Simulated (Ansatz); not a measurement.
# What a change does: single-point calculation on SiBrClF$_{2}$

System: SiBrClF$_{2}$.
Method of run 1: RKS B2PLYP (frozen core)/def2-TZVPP (Ansatz 0.2.0).

The geometry comes from this level: PBE0-D4/def2-TZVP. Text and figures count atoms from 1; the logs count them from 0 in places.

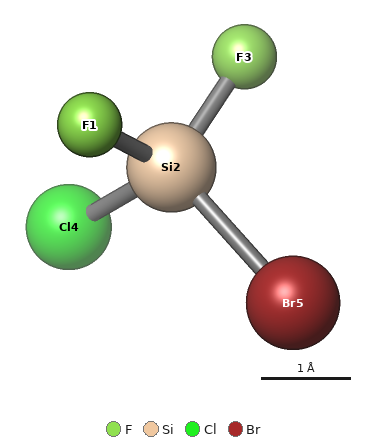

Figure 1. The structure as given in the input (ball-and-stick view, seen at a tilt; atoms are numbered from 1 in the order of the input).

### Input, run 1
```yaml
crystal:
  periodic: [false, false, false]
  atoms:
    - {symbol: F, position_ang: [1.306498, -0.989616, 0.151684]}
    - {symbol: Si, position_ang: [0.026241, -0.082367, 0.061328]}
    - {symbol: F, position_ang: [-0.678776, -0.115039, 1.465680]}
    - {symbol: Cl, position_ang: [-1.221416, -0.841401, -1.318513]}
    - {symbol: Br, position_ang: [0.617353, 1.954924, -0.401580]}
basis:
  gaussian: {orbitals: def2-TZVPP}
hamiltonian: {xc: {name: B2PLYP}}
```

Hardware: 4 CPU threads, shared host.

### Output (run 1)
```
Functional definition: B2PLYP
  parameter a = 0.53
  parameter c = 0.27
  exchange = (1 - a)*b88_x + a*exact_x
  correlation = (1 - c)*lyp_c + c*(mp2_os + mp2_ss)
1242 factors; integrals over basis functions are off by at most 1.1e-3 eV
mean field evaluation 1: about -95857.9515 eV, gradient 4.2e1 eV
mean field evaluation 2: about -95858.2322 eV, gradient 4.2e1 eV
mean field evaluation 4: about -95860.7747 eV, gradient 1.6e0 eV
mean field evaluation 8: about -95860.7988 eV, gradient 1.9e-1 eV
mean field evaluation 16: about -95860.7989 eV, gradient 6.1e-5 eV
mean field -95860.79886376 eV, -3522.8193814601 hartree, gradient 5.5e-6 eV, S^2 0.000000; 0 other end points of the search recorded, 0 dependent functions left out
21 core orbitals not correlated: weight in the atoms' cores, before any rotation towards them, 1.000 or more for the frozen orbitals, at most 0.000 for the correlated occupied ones
reference -95860.79901093 eV, -3522.8193868682 hartree; 21, 21 occupied and 152, 152 virtual orbitals, 1242 factors
second order -34.57959689 eV of doubles, -0.00000000 eV of singles
Total energy: -95870.13550209 eV, -3523.1624965899 hartree
```

For run 2 the input was changed thus:
```diff
-hamiltonian: {xc: {name: B2PLYP}}
+hamiltonian: {xc: {name: PBE-QIDH}}
```

How does run 2 compare with run 1?

The total energies belong to different methods, so their difference says nothing on which is more stable or more accurate. The functional changes from B2PLYP to PBE-QIDH.

### Output (run 2)
```
Functional definition: PBE-QIDH
  parameter a = 3^(-1/3)
  parameter c = 1/3
  exchange = (1 - a)*pbe_x + a*exact_x
  correlation = (1 - c)*pbe_c + c*(mp2_os + mp2_ss)
1242 factors; integrals over basis functions are off by at most 1.1e-3 eV
mean field evaluation 1: about -95842.6525 eV, gradient 3.8e1 eV
mean field evaluation 2: about -95842.8471 eV, gradient 3.9e1 eV
mean field evaluation 4: about -95845.1274 eV, gradient 1.4e0 eV
mean field evaluation 8: about -95845.1492 eV, gradient 4.5e-2 eV
mean field evaluation 16: about -95845.1492 eV, gradient 1.3e-5 eV
mean field -95845.14924697 eV, -3522.2442686506 hartree, gradient 3.0e-6 eV, S^2 0.000000; 0 other end points of the search recorded, 0 dependent functions left out
21 core orbitals not correlated: weight in the atoms' cores, before any rotation towards them, 1.000 or more for the frozen orbitals, at most 0.000 for the correlated occupied ones
reference -95845.14925665 eV, -3522.2442690062 hartree; 21, 21 occupied and 152, 152 virtual orbitals, 1242 factors
second order -32.33125637 eV of doubles, -0.00000000 eV of singles
Total energy: -95855.92634210 eV, -3522.6403195918 hartree
```

### The two runs side by side

| quantity | run 1 | run 2 |
| --- | --- | --- |
| outcome | converged | converged |
| total energy (hartree) | −3523.162497 | −3522.640320 |
| basis functions | 194 | 194 |
| wall time (shared host) | 4.5 s | 3.7 s |
